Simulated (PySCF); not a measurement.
# [Gd(H2O)7]3+: forces at shaken geometries

Aim: move all atoms of relaxed [Gd(H2O)7]3+ at random and read energies and forces. The structure is generated, not taken from experiment.

Computed with PySCF 2.14.0. Level: PBE, Gd lcecp-1-SVP with ECP53, O def2-SVP, H def2-SVP; scalar-relativistic core potentials, no spin–orbit coupling.

1 further run of the same task is left out (for a known fault of the program).

## 1. Where the work starts

22 atoms, charge 3, spin multiplicity 1.

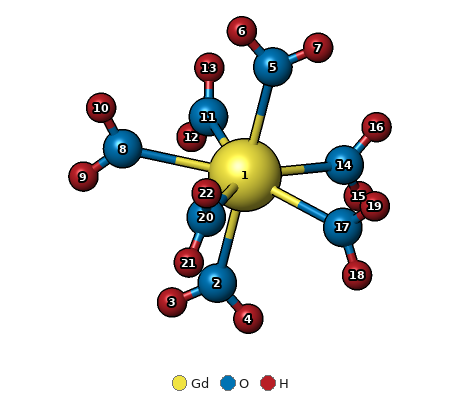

The geometry (gadolinium yellow, oxygen blue, hydrogen red); atoms are numbered from 1 in the order of the file.

Coordinates:

| atom | x (Å) | y (Å) | z (Å) |
| --- | --- | --- | --- |
| Gd1 | 0.0002 | 0.0000 | 0.0000 |
| O2 | -0.0032 | 0.0000 | 2.4148 |
| H3 | 0.7675 | 0.0000 | 3.0301 |
| H4 | -0.7757 | 0.0000 | 3.0278 |
| O5 | -0.0032 | 0.0000 | -2.4148 |
| H6 | 0.7675 | 0.0000 | -3.0301 |
| H7 | -0.7757 | 0.0000 | -3.0278 |
| O8 | 2.4736 | 0.0000 | 0.0000 |
| H9 | 3.0865 | 0.0000 | 0.7687 |
| H10 | 3.0865 | 0.0000 | -0.7687 |
| O11 | 0.7598 | 2.3375 | 0.0000 |
| H12 | 0.9268 | 2.9211 | 0.7732 |
| H13 | 0.9268 | 2.9211 | -0.7732 |
| O14 | -1.9942 | 1.4532 | 0.0000 |
| H15 | -2.4657 | 1.8413 | 0.7705 |
| H16 | -2.4657 | 1.8413 | -0.7705 |
| O17 | -1.9942 | -1.4532 | 0.0000 |
| H18 | -2.4657 | -1.8413 | 0.7705 |
| H19 | -2.4657 | -1.8413 | -0.7705 |
| O20 | 0.7598 | -2.3375 | 0.0000 |
| H21 | 0.9268 | -2.9211 | 0.7732 |
| H22 | 0.9268 | -2.9211 | -0.7732 |

Formal oxidation states: Gd +3. Each metal's 7 4f electrons lie in its core potential, so multiplicities, spins and levels count the valence alone. An earlier session relaxed this geometry at PBE, Gd lcecp-1-SVP with ECP53, O def2-SVP, H def2-SVP (singlet, point group C2v). Its vibrations showed it to be a saddle point, relaxed within its symmetry.

Its energy there is -569.158581 Eh.

## 2. Atoms moved at random, σ = 0.15 Å

The input, run.py (the lines that set the calculation):

```python
mol = gto.M(atom='''
Gd     0.02828     0.06523    -0.13418
O     -0.16831     0.02885     2.39048
H      0.73511     0.05904     3.13429
H     -0.74860     0.17510     3.08579
O     -0.13053    -0.01503    -2.56613
H      0.87595    -0.15311    -2.98529
H     -0.88093    -0.10433    -3.02219
O      2.66402    -0.04761    -0.08648
H      2.99632     0.02914     0.55287
H      3.03948     0.02110    -0.59141
O      0.69587     2.52371     0.00553
H      0.82995     2.90598     0.94057
H      0.86702     2.80246    -0.69789
O     -1.59558     1.49265     0.02407
H     -2.61831     1.66798     0.72776
H     -2.48749     1.87490    -0.56795
O     -1.95262    -1.34249    -0.10037
H     -2.53657    -1.72769     0.52617
H     -2.47040    -2.20584    -0.70795
O      0.81644    -2.43308    -0.08010
H      0.94189    -2.92376     0.83685
H      1.09887    -2.69323    -0.68443''',
    basis={'Gd': 'lcecp-1-SVP', 'O': 'def2-SVP', 'H': 'def2-SVP'},
    ecp={'Gd': 'lcecp-1-SVP'},
    charge=3, spin=0)
mf = dft.RKS(mol, xc='PBE')
mf.grids.atom_grid = (50, 194)  # f atoms: unpruned, at least (60, 302)
mf = mf.density_fit()  # fitting sets: Gd AutoAux, O def2-universal-JKFIT, H def2-universal-JKFIT
mf.conv_tol = 1e-08; mf.max_cycle = 55
mf.kernel(dm0)  # dm0: the density of the relaxed state
```

Run with:

```
$ OMP_NUM_THREADS=4 python run.py
```

Standard output:

```text
init E= -568.120888582646
  HOMO = -0.74364715736542  LUMO = -0.6876041124575  gap/eV = 1.52501
cycle= 1 E= -568.279577356282  delta_E= -0.159  |g|= 0.709  |ddm|= 1.69
  HOMO = -0.559618831334927  LUMO = -0.492395869650384  gap/eV = 1.82923
cycle= 2 E= -567.827798486862  delta_E= 0.452  |g|= 1.64  |ddm|=  1.6
  HOMO = -0.696131290215585  LUMO = -0.515509381914553  gap/eV = 4.91497
cycle= 3 E= -568.377471579726  delta_E= -0.55  |g|= 0.198  |ddm|= 1.19
  HOMO = -0.702512362774835  LUMO = -0.520277775103948  gap/eV = 4.95886
cycle= 4 E= -568.383273707312  delta_E= -0.0058  |g|= 0.113  |ddm|= 0.196
  HOMO = -0.701276733120246  LUMO = -0.523131116572896  gap/eV = 4.84759
cycle= 5 E= -568.385536136908  delta_E= -0.00226  |g|= 0.0252  |ddm|= 0.0854
  HOMO = -0.701272548168224  LUMO = -0.52240811149177  gap/eV = 4.86715
cycle= 6 E= -568.385643380132  delta_E= -0.000107  |g|= 0.00971  |ddm|= 0.0208
  HOMO = -0.701505431532992  LUMO = -0.522291332043101  gap/eV = 4.87666
cycle= 7 E= -568.385660403421  delta_E= -1.7e-05  |g|= 0.00192  |ddm|= 0.00768
  HOMO = -0.701444584312127  LUMO = -0.522331096900293  gap/eV = 4.87393
cycle= 8 E= -568.38566103068  delta_E= -6.27e-07  |g|= 0.000661  |ddm|= 0.00159
  HOMO = -0.701465874466475  LUMO = -0.522349725722607  gap/eV = 4.87400
cycle= 9 E= -568.385661106321  delta_E= -7.56e-08  |g|= 0.000237  |ddm|= 0.000553
  HOMO = -0.701474241715669  LUMO = -0.522355725110356  gap/eV = 4.87406
cycle= 10 E= -568.385661117073  delta_E= -1.08e-08  |g|= 5.5e-05  |ddm|= 0.000204
  HOMO = -0.701471481318703  LUMO = -0.522355166762064  gap/eV = 4.87400
cycle= 11 E= -568.385661117622  delta_E= -5.49e-10  |g|= 1.78e-05  |ddm|= 4.96e-05
  HOMO = -0.701473368040406  LUMO = -0.52235494039245  gap/eV = 4.87406
Extra cycle  E= -568.385661117505  delta_E= 1.17e-10  |g|= 3.09e-05  |ddm|= 3.48e-05
converged SCF energy = -568.385661117505
```

It took 14 s on 4 threads of Arm Neoverse V2, shared host.

It gives: E = -568.385661 Eh (+21.032 eV from the relaxed state), HOMO -19.09 eV, LUMO -14.21 eV, Mulliken charge on Gd1 +0.94 e, largest force component 53.533 eV/Å. 

```csv
atom,Fx,Fy,Fz (eV/Å)
Gd1,1.123,-1.406,0.408
O2,6.613,-0.306,0.191
H3,-2.940,-0.300,-3.189
H4,-3.415,0.584,2.474
O5,9.375,0.491,4.689
H6,-4.169,0.350,0.106
H7,-4.940,-0.854,-4.591
O8,-53.533,-9.974,24.055
H9,14.621,3.214,28.052
H10,38.680,6.947,-52.132
O11,-4.621,-9.691,20.273
H12,0.159,0.418,-2.582
H13,5.141,9.079,-17.847
O14,-10.019,3.217,0.962
H15,4.262,-1.154,-0.901
H16,3.723,-1.060,0.036
O17,-1.564,-3.426,-4.028
H18,-1.173,0.229,3.479
H19,2.764,3.224,0.551
O20,-14.141,13.414,31.407
H21,0.031,0.656,-3.060
H22,14.022,-13.652,-28.351
```

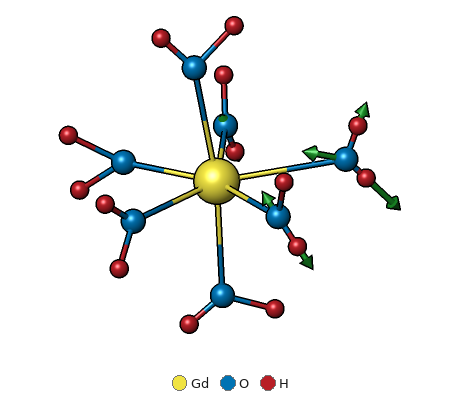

Forces as arrows, the longest for the largest force.

## 3. Atoms moved at random, σ = 0.1 Å

The input, run.py (the lines that set the calculation):

```python
mol = gto.M(atom='''
Gd    -0.14682     0.07509     0.01906
O     -0.02093    -0.03323     2.38647
H      0.73750    -0.02894     2.86287
H     -0.53712     0.08976     2.81595
O     -0.03522     0.11090    -2.24947
H      0.72248     0.12914    -3.05729
H     -0.73800    -0.04966    -2.94774
O      2.65488     0.01283    -0.04409
H      3.09207    -0.10323     0.66467
H      3.09470    -0.11365    -0.73841
O      0.90200     2.31918     0.13944
H      0.85587     3.02389     0.77866
H      1.02832     2.81448    -0.69649
O     -2.00591     1.48509    -0.00288
H     -2.58790     1.79708     0.73425
H     -2.50822     1.73673    -0.53929
O     -1.83410    -1.40697    -0.08990
H     -2.63269    -1.69404     0.78265
H     -2.56285    -1.97213    -0.75573
O      0.75080    -2.30150     0.11845
H      0.96290    -2.92813     0.74384
H      0.80808    -2.96268    -0.92502''',
    basis={'Gd': 'lcecp-1-SVP', 'O': 'def2-SVP', 'H': 'def2-SVP'},
    ecp={'Gd': 'lcecp-1-SVP'},
    charge=3, spin=0)
mf = dft.RKS(mol, xc='PBE')
mf.grids.atom_grid = (50, 194)  # f atoms: unpruned, at least (60, 302)
mf = mf.density_fit()  # fitting sets: Gd AutoAux, O def2-universal-JKFIT, H def2-universal-JKFIT
mf.conv_tol = 1e-08; mf.max_cycle = 55
mf.kernel(dm0)  # dm0: the density of the relaxed state
```

Run with:

```
$ OMP_NUM_THREADS=4 python run.py
```

Standard output:

```text
init E= -568.70511194432
  HOMO = -0.690869681361061  LUMO = -0.582118603784256  gap/eV = 2.95927
cycle= 1 E= -568.674787043735  delta_E= 0.0303  |g|= 0.553  |ddm|= 1.26
  HOMO = -0.584327713768158  LUMO = -0.492113506777912  gap/eV = 2.50928
cycle= 2 E= -568.428849060228  delta_E= 0.246  |g|= 1.24  |ddm|= 1.22
  HOMO = -0.671481842038499  LUMO = -0.507188701581366  gap/eV = 4.47064
cycle= 3 E= -568.737106125147  delta_E= -0.308  |g|= 0.13  |ddm|= 0.859
  HOMO = -0.673566458376126  LUMO = -0.50933435244997  gap/eV = 4.46898
cycle= 4 E= -568.739815952009  delta_E= -0.00271  |g|= 0.067  |ddm|= 0.127
  HOMO = -0.672683926235138  LUMO = -0.509937218436761  gap/eV = 4.42856
cycle= 5 E= -568.740579040567  delta_E= -0.000763  |g|= 0.0169  |ddm|= 0.0505
  HOMO = -0.673647616780439  LUMO = -0.509989047559685  gap/eV = 4.45338
cycle= 6 E= -568.740626195164  delta_E= -4.72e-05  |g|= 0.00756  |ddm|= 0.0145
  HOMO = -0.673196082130513  LUMO = -0.509923524334539  gap/eV = 4.44287
cycle= 7 E= -568.740636501522  delta_E= -1.03e-05  |g|= 0.00113  |ddm|= 0.0052
  HOMO = -0.673255161164501  LUMO = -0.509888712034603  gap/eV = 4.44543
cycle= 8 E= -568.740636698356  delta_E= -1.97e-07  |g|= 0.000524  |ddm|= 0.000999
  HOMO = -0.673243129789441  LUMO = -0.509894700944386  gap/eV = 4.44494
cycle= 9 E= -568.74063674593  delta_E= -4.76e-08  |g|= 0.000154  |ddm|= 0.000398
  HOMO = -0.673245379920694  LUMO = -0.509901084141638  gap/eV = 4.44482
cycle= 10 E= -568.740636750701  delta_E= -4.77e-09  |g|= 3.46e-05  |ddm|= 0.000132
  HOMO = -0.673245863219137  LUMO = -0.509899541826305  gap/eV = 4.44488
Extra cycle  E= -568.740636750197  delta_E= 5.03e-10  |g|= 6.28e-05  |ddm|= 6.71e-05
converged SCF energy = -568.740636750197
```

It took 14 s on 4 threads of Arm Neoverse V2, shared host.

Result: E = -568.740637 Eh (+11.373 eV from the relaxed state), HOMO -18.32 eV, LUMO -13.88 eV, Mulliken charge on Gd1 +0.96 e, largest force component 34.239 eV/Å. 

```
atom       Fx      Fy  Fz (eV/Å)
 Gd1    2.467  -0.295      0.434
  O2   29.414  -7.709    -30.541
  H3    4.837  -0.140      2.849
  H4  -34.239   7.930     28.293
  O5    1.951  -0.266     -4.918
  H6   -1.542   0.164      3.024
  H7   -0.394   0.111      0.918
  O8  -13.119   3.293      0.822
  H9    5.966  -1.468      8.746
 H10    6.662  -1.850     -9.613
 O11   -0.457  -1.106     -1.124
 H12   -0.019   1.058      1.294
 H13    0.233   0.036     -0.191
 O14   11.295  -5.654     14.894
 H15    0.711  -0.189      1.045
 H16  -12.624   6.401    -15.866
 O17   -7.752  -4.090      1.194
 H18    3.495   1.389     -2.737
 H19    3.081   2.061      1.512
 O20   -0.868   0.665     -7.656
 H21    1.056  -3.023      3.028
 H22   -0.154   2.683      4.594
```

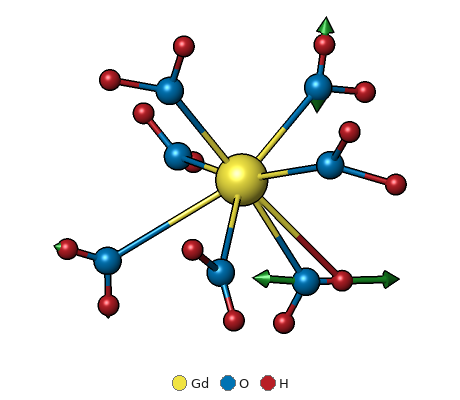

Forces as arrows, the longest for the largest force.

## 4. Atoms moved at random, σ = 0.03 Å

The input, run.py (the lines that set the calculation):

```python
mol = gto.M(atom='''
Gd     0.01362    -0.01728    -0.00369
O      0.03416    -0.02704     2.43852
H      0.77271     0.04739     3.01793
H     -0.80980    -0.00600     2.99807
O      0.04219    -0.01282    -2.41453
H      0.75047     0.00416    -3.02059
H     -0.78315    -0.03451    -3.04139
O      2.49450    -0.00104     0.02093
H      3.06922     0.00688     0.73655
H      3.10750     0.01761    -0.76526
O      0.71254     2.32019     0.02335
H      0.94152     2.94126     0.77617
H      0.90967     2.97491    -0.72697
O     -1.99529     1.37277     0.02036
H     -2.44200     1.85293     0.75984
H     -2.48963     1.79899    -0.82788
O     -1.97129    -1.45743     0.00312
H     -2.49581    -1.85997     0.75320
H     -2.44754    -1.81207    -0.74520
O      0.73427    -2.28725    -0.00285
H      0.90847    -2.92592     0.76224
H      0.94351    -2.89578    -0.76194''',
    basis={'Gd': 'lcecp-1-SVP', 'O': 'def2-SVP', 'H': 'def2-SVP'},
    ecp={'Gd': 'lcecp-1-SVP'},
    charge=3, spin=0)
mf = dft.RKS(mol, xc='PBE')
mf.grids.atom_grid = (50, 194)  # f atoms: unpruned, at least (60, 302)
mf = mf.density_fit()  # fitting sets: Gd AutoAux, O def2-universal-JKFIT, H def2-universal-JKFIT
mf.conv_tol = 1e-08; mf.max_cycle = 55
mf.kernel(dm0)  # dm0: the density of the relaxed state
```

Run with:

```
$ OMP_NUM_THREADS=4 python run.py
```

Standard output:

```text
init E= -569.064832022699
  HOMO = -0.702226762525211  LUMO = -0.518360830761572  gap/eV = 5.00325
cycle= 1 E= -569.132042318158  delta_E= -0.0672  |g|= 0.128  |ddm|= 0.322
  HOMO = -0.669495516395642  LUMO = -0.50361054951117  gap/eV = 4.51396
cycle= 2 E= -569.126048403934  delta_E= 0.00599  |g|= 0.223  |ddm|= 0.249
  HOMO = -0.690402550462131  LUMO = -0.504745271452089  gap/eV = 5.05199
cycle= 3 E= -569.1353442556  delta_E= -0.0093  |g|= 0.0253  |ddm|= 0.155
  HOMO = -0.690020606982596  LUMO = -0.504968065980045  gap/eV = 5.03554
cycle= 4 E= -569.135460395046  delta_E= -0.000116  |g|= 0.00443  |ddm|= 0.0198
  HOMO = -0.690116085176162  LUMO = -0.50502526795447  gap/eV = 5.03658
cycle= 5 E= -569.135463342393  delta_E= -2.95e-06  |g|= 0.00215  |ddm|= 0.00413
  HOMO = -0.690165745457012  LUMO = -0.505038236303633  gap/eV = 5.03758
cycle= 6 E= -569.135464190149  delta_E= -8.48e-07  |g|= 0.000305  |ddm|= 0.00155
  HOMO = -0.690166517017539  LUMO = -0.505032287868296  gap/eV = 5.03776
cycle= 7 E= -569.135464209787  delta_E= -1.96e-08  |g|= 6.9e-05  |ddm|= 0.000311
  HOMO = -0.690168004065077  LUMO = -0.505033130722134  gap/eV = 5.03778
cycle= 8 E= -569.135464210545  delta_E= -7.58e-10  |g|= 3.05e-05  |ddm|= 6.37e-05
  HOMO = -0.690166741290415  LUMO = -0.505033525213097  gap/eV = 5.03773
Extra cycle  E= -569.135464210115  delta_E= 4.3e-10  |g|= 5.74e-05  |ddm|= 5.61e-05
converged SCF energy = -569.135464210115
```

It took 12 s on 4 threads of Arm Neoverse V2, shared host.

Result: E = -569.135464 Eh (+0.629 eV from the relaxed state), HOMO -18.78 eV, LUMO -13.74 eV, Mulliken charge on Gd1 +0.94 e, largest force component 3.874 eV/Å. 

```
atom      Fx      Fy  Fz (eV/Å)
 Gd1  -0.001   0.226      0.229
  O2  -2.853  -0.089     -1.440
  H3   1.558   0.145      1.667
  H4   1.261  -0.041     -0.348
  O5  -3.874  -0.099      0.671
  H6   2.324   0.061     -1.871
  H7   1.524   0.035      1.164
  O8  -1.931   0.016     -3.507
  H9   2.349   0.019      3.016
 H10  -0.402  -0.010      0.483
 O11   0.710   1.969     -0.355
 H12  -0.266  -0.795     -0.165
 H13  -0.363  -1.107      0.515
 O14  -1.571   1.457     -2.281
 H15   0.127  -0.121     -0.101
 H16   1.353  -1.206      2.358
 O17  -0.032  -0.042      1.601
 H18   0.511   0.387     -0.316
 H19  -0.592  -0.457     -1.309
 O20   0.589  -1.748      0.471
 H21  -0.272   0.916     -0.584
 H22  -0.149   0.485      0.103
```

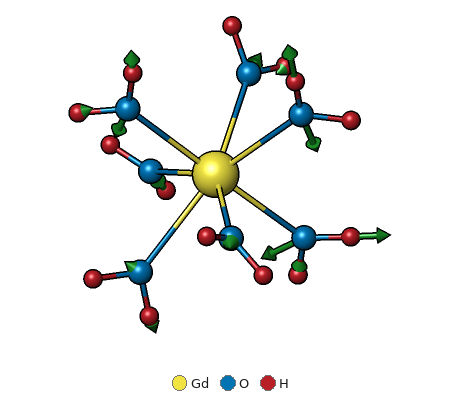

Forces as arrows, the longest for the largest force.

## 5. Results

| σ (Å) | energy rise (eV) | harmonic estimate −½ F·u (eV) | largest force component (eV/Å) |
| --- | --- | --- | --- |
| 0.15 | 21.032 | 26.018 | 53.53 |
| 0.1 | 11.373 | 13.180 | 34.24 |
| 0.03 | 0.629 | 0.628 | 3.87 |

Every displacement raises the energy. For a harmonic well the rise equals −½ F·u; the two differ by at most 24 % here (a move with σ = 0.15 Å), from anharmonicity, the grid and the small forces left at the relaxed point. The largest moves cost over 1 eV, far outside the harmonic range, so agreement there can come from errors that cancel between squeezed and stretched bonds. These are double-zeta-type bases without diffuse functions. Spin–orbit coupling is left out. The core potential fixes the 4f count, so no charge can pass from the ligands into that shell.
